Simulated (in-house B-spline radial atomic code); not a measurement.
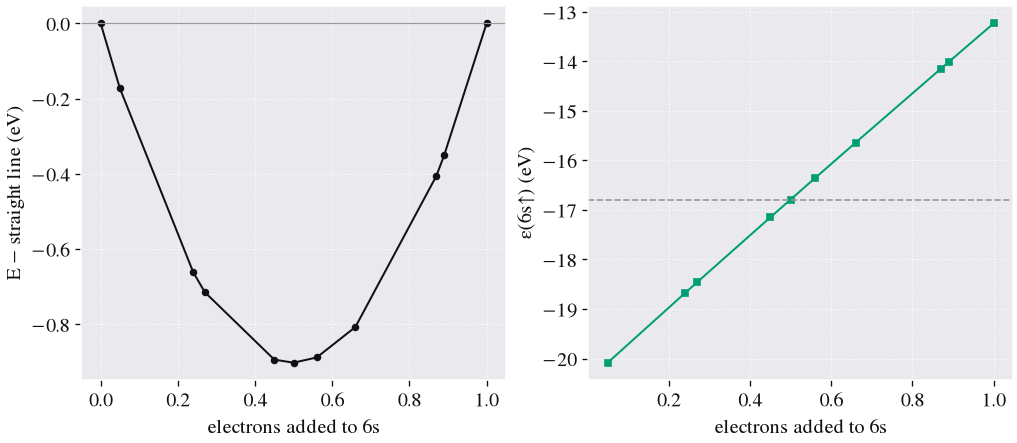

The occupation of the 6s shell is varied from Re²⁺ ([Xe] 4f14 5d5 (high spin)) to Re⁺ ([Xe] 4f14 5d5 6s1 (high spin)), with spherical fractional occupations. The plot shows the total energy less the straight line between the end points, and the eigenvalue of 6s↑ (the dashed line is minus the energy to take the whole electron out). The values are computed.

Was this Hartree-Fock or a semilocal functional, and how does the plot tell?

It was a semilocal functional (LDA, GGA or meta-GGA): scalar-relativistic (spin-free one-electron X2C) OLYP, spin-polarised, spherical fractional occupations, Fermi nucleus, basis-set limit, computed with an in-house B-spline radial code. The curve is convex (below the straight line), with the largest deviation among the points computed, −0.90 eV, at 0.5. The end points differ by 16.8 eV, the energy to take the electron out. The eigenvalue, which is the slope of the energy (Janak's theorem), moves from −20.1 eV at 0.05 to −13.2 eV at 1; for a straight line it would stay constant, and a parabola would sag by an eighth of this change, scaled to a whole electron, 0.90 eV. Convexity is the delocalisation error: fractional charges are too low in energy. For an s shell Hartree-Fock would as a rule bend the other way.
